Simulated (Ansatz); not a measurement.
# SiH2Cl (chlorosilyl radical): UCCSD(T)/STO-3G

Aim: the vertical ionisation energy of SiH2Cl (chlorosilyl radical) at UCCSD(T)/STO-3G, from 2 runs. 

Program for the calculation: Ansatz 0.2.0.

52 further runs of the same task are left out: 52 set aside as unsound or not needed.

**1. The system as given**

The species is SiH2Cl (4 atoms), meant as a doublet with charge 0. As SMILES, `[SiH2]Cl`. The coordinates come from a GFN2-xTB relaxation.

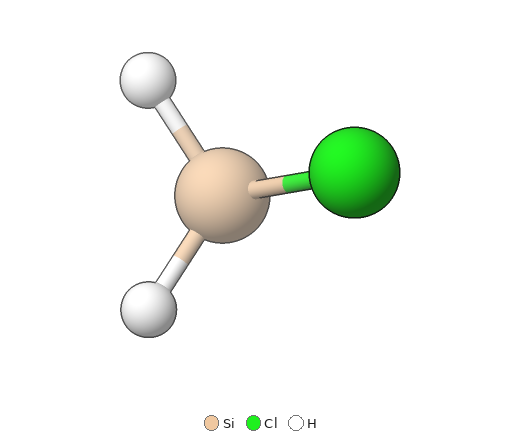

The structure, seen from a chosen angle (silicon light orange, chlorine green, hydrogen white).

**2. The energy at UCCSD(T)/STO-3G**

File molecule.yaml:

```yaml
crystal:
  periodic: [false, false, false]
  atoms:
    - symbol: Si
      position_ang: [-0.283580, 0.237700, 0.131590]
    - symbol: Cl
      position_ang: [1.597690, -0.059610, 0.811090]
    - symbol: H
      position_ang: [-1.065000, -0.978280, 0.263310]
    - symbol: H
      position_ang: [-0.249110, 0.800200, -1.205980]
basis:
  gaussian: {orbitals: STO-3G}
magnetization: {spin_polarized: true, initial_magnetization: 1}
correlation: {method: ccsd_t, frozen_orbitals: {Cl: 5, H: 0, Si: 5}}
accuracy: high
scf: {omitted_lower_state_checks: [cluster_reference, increment]}
```

The run is started by

```
$ ansatz run molecule.yaml --threads 1 --pin off --max-ram 2610MiB --events-out events.jsonl --progress --plain --runs-dir runs
```

What it wrote, shortened:

```text
Warning: RAYON_NUM_THREADS=1 ignored (pool sized by the plan → 1); use --threads N
Functional definition: HF
  name "HF"
[...]
341 factors; integrals over basis functions are off by at most 3.1e-9 eV
[...]
mean field -20172.90308325 eV, -741.3405146245 hartree, gradient 7.0e-8 eV, S^2 0.751516; 0 other end points of the search recorded, 0 dependent functions left out
10 core orbitals not correlated: weight in the atoms' cores, before any rotation towards them, 1.000 or more for the frozen orbitals, at most 0.000 for the correlated occupied ones
reference -20172.90308325 eV, -741.3405146245 hartree; 7, 6 occupied and 3, 4 virtual orbitals, 341 factors
second order -0.89330596 eV of doubles, -0.00000000 eV of singles
cycle   1  -1.15436618 eV  change   -2.6e-1 eV  update   4.6e-2
[...]
cycle  19  -1.31111204 eV  change    1.0e-9 eV  update   1.3e-9
perturbative correction -0.01651346 eV, -0.0006068586 hartree
Total energy: -20174.23070875 eV, -741.3893039619 hartree
Checks for a lower state left out: cluster_reference, increment
```

Wall time 0.3 s (1 thread of AMD EPYC 7R43 (Zen 3), shared host).

**3. The singlet cation, same level**

File molecule.yaml:

```yaml
crystal:
  periodic: [false, false, false]
  atoms:
    - {symbol: Si, position_ang: [-0.283580, 0.237700, 0.131590]}
    - {symbol: Cl, position_ang: [1.597690, -0.059610, 0.811090]}
    - {symbol: H, position_ang: [-1.065000, -0.978280, 0.263310]}
    - {symbol: H, position_ang: [-0.249110, 0.800200, -1.205980]}
basis:
  gaussian: {orbitals: STO-3G}
total_charge: 1
correlation: {method: ccsd_t, frozen_orbitals: {Cl: 5, H: 0, Si: 5}}
accuracy: high
scf: {omitted_lower_state_checks: [cluster_reference, increment]}
```

The run is started by

```
$ ansatz run molecule.yaml --threads 1 --pin off --max-ram 2610MiB --events-out events.jsonl --progress --plain --runs-dir runs
```

What it wrote, shortened:

```text
Warning: RAYON_NUM_THREADS=1 ignored (pool sized by the plan → 1); use --threads N
[... 2 set-up lines as earlier in the session ...]
[...]
341 factors; integrals over basis functions are off by at most 3.1e-9 eV
[...]
mean field -20166.28660585 eV, -741.0973635650 hartree, gradient 7.5e-8 eV, S^2 0.000000; 0 other end points of the search recorded, 0 dependent functions left out
10 core orbitals not correlated: weight in the atoms' cores, before any rotation towards them, 1.000 or more for the frozen orbitals, at most 0.000 for the correlated occupied ones
reference -20166.28660585 eV, -741.0973635650 hartree; 6, 6 occupied and 4, 4 virtual orbitals, 341 factors
second order -1.33929288 eV of doubles, -0.00000000 eV of singles
cycle   1  -1.63092221 eV  change   -2.9e-1 eV  update   8.0e-2
[...]
cycle  22  -1.87788824 eV  change  -5.7e-10 eV  update  5.6e-10
perturbative correction -0.07420904 eV, -0.0027271318 hartree
Total energy: -20168.23870313 eV, -741.1691018167 hartree
Checks for a lower state left out: cluster_reference, increment
```

Wall time 0.22 s (1 thread of AMD EPYC 7R43 (Zen 3), shared host).

**4. Outcome**

Level: UCCSD(T)/STO-3G, 10 core orbitals frozen.

| quantity | value |
| --- | --- |
| doublet SiH2Cl: total energy | -741.38930 Eh |
| doublet SiH2Cl: correlation energy (10 core orbitals frozen) | -48.8 mEh |
| doublet SiH2Cl: (T) correction | -0.61 mEh |
| doublet SiH2Cl: ⟨S²⟩ of the reference determinant | 0.752 |
| doublet SiH2Cl: T1 diagnostic | 0.007 |
| singlet cation: total energy | -741.16910 Eh |
| singlet cation: correlation energy (10 core orbitals frozen) | -71.7 mEh |
| singlet cation: (T) correction | -2.73 mEh |
| singlet cation: T1 diagnostic | 0.027 |
| vertical ionisation energy (to the singlet cation) | 5.992 eV |

The vertical ionisation energy comes to 5.99 eV (578 kJ/mol). Only the singlet of the ionised species was computed; a triplet could lie lower. In a minimal basis such a difference can be off by several eV, whatever the method. The triples (doublet SiH2Cl) make up 1.2 % of the correlation energy. The T1 diagnostic (singlet cation) of 0.027 is above the customary mark for such species, so a single reference may not serve. The triples (singlet cation) make up 3.8 % of the correlation energy.
